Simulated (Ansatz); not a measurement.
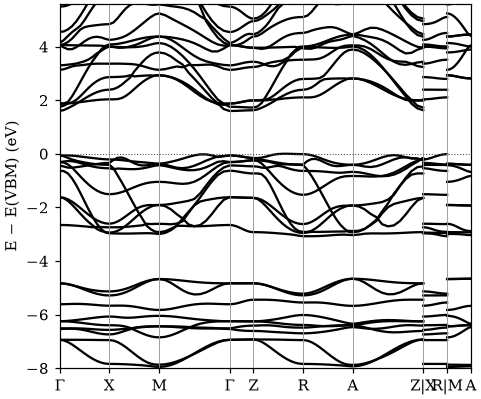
*Band structure from DFT-r²SCAN in the program Ansatz with PAW potentials*

**Question.** Read off the gap and where the band edges lie.

**Answer.** About 1.6 eV (1.60 eV by a search for the band edges); maximum on the Z–R line, 64 % of the way from Z, minimum at Γ.

**Question.** Pick the material that matches.
A) AlInAs2, P-4m2 (Pearson symbol tP12)
B) BaGaHO2, P4/mmm (Ba on 1d, Ga on 1a, O on 2f, H on 1b)
C) Ba2Ti2N3F3, P-4m2 (Pearson symbol tP10)
D) AlGa3As4, P-4m2 (Pearson symbol tP8)

**Answer.** C, Ba2Ti2N3F3, P-4m2 (Pearson symbol tP10)

The start of the workflow was typed in or built on a structure type; neither database checked (COD, Materials Project) lists it. Its standing as an ambient phase is unchecked. The r²SCAN relaxation kept the symmetry of its start; its stability against distortions is not shown here. The workflow began spin-polarised and lost its moments. Scalar-relativistic: spin–orbit coupling is off unless named, which matters more the heavier the elements.

Potentials: the earlier of the program's two PAW sets. The files were generated under PBE; for other functionals the program regenerates the frozen cores, and for LDA and PBEsol the local potential too.
